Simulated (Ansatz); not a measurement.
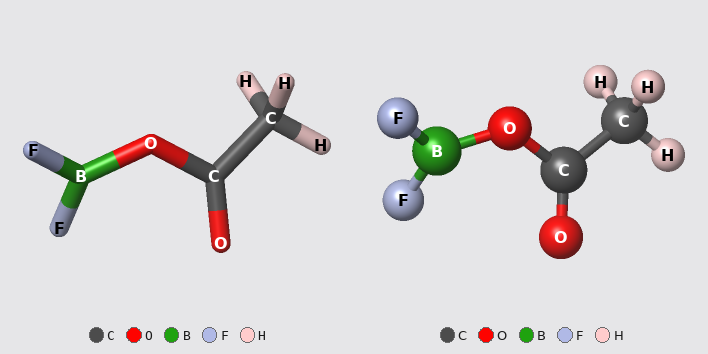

Both panels show the same species.

The geometry was computed by an optimisation with PBE0-D4/def2-TZVP.

What does the picture show?

The molecule is C2H3BF2O2. SMILES: `CC(=O)OB(F)F`. It has no ring. The point group is C1. Coordination: 1 C tetrahedral; 1 C trigonal planar; 1 O bent; 1 B trigonal planar.

The parts below concern this one geometry. Atoms keep their numbers from picture to picture.

Electronic properties

Level of theory: RKS PBE-D4/def2-TZVPP (Ansatz 0.2.0).

> Give the HOMO energy (Kohn–Sham orbital) at this level.

−6.96 eV.

> Give the dipole moment at this level.

2.76 D.

> What is the dispersion correction?

−18.0 kJ/mol.

> Estimate the HOMO–LUMO gap.

5.16 eV.

Vibrations

Harmonic vibrations computed with RKS PBE0-D4/def2-TZVP (Ansatz 0.2.0) at a stationary point of the same level.

> How many vibrational modes are there, and where do they lie?

24 modes: 49, 89, 116, 152, 343, 412, 497, 589, 649, 684, 811, 967, 1037, 1065, 1245, 1395, 1426, 1458, 1465, 1472, 1882, 3073, 3142, 3195 cm⁻¹.

Charges

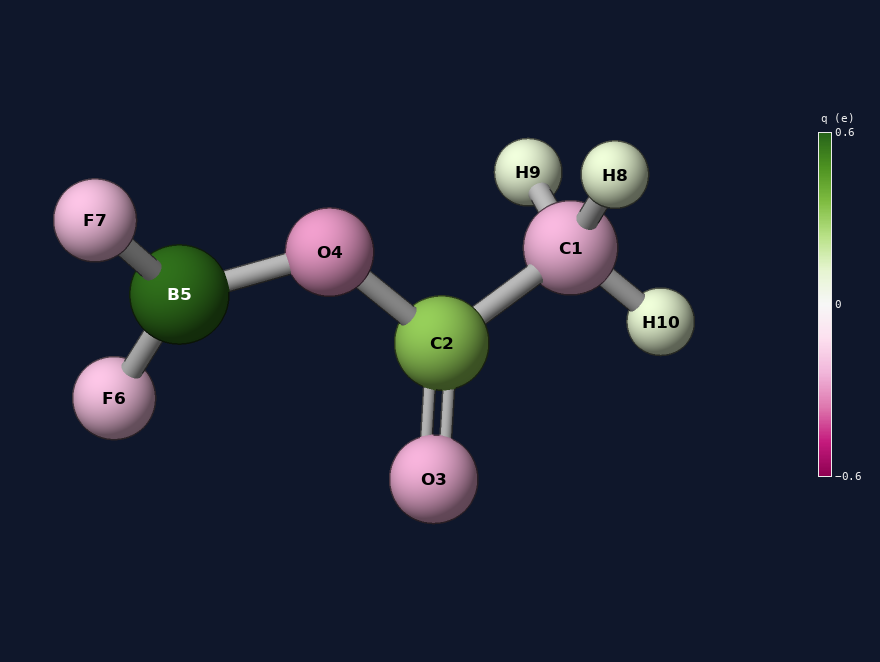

Atoms are coloured by their Mulliken charges. Level of theory: RKS B3LYP-D4/def2-TZVPP (Ansatz 0.2.0).

> Which atom carries the highest charge (most positive or least negative)?

B5 (0.57 e).

> And the lowest?

O4 (−0.29 e).

Give the Mulliken charges atom by atom.

```
atom  value (e)
  C1      −0.25
  C2       0.32
  O3      −0.26
  O4      −0.29
  B5       0.57
  F6      −0.21
  F7      −0.22
  H8       0.11
  H9       0.11
 H10       0.11
```

Mulliken values depend strongly on the basis set and can even reverse the polarity of a bond.
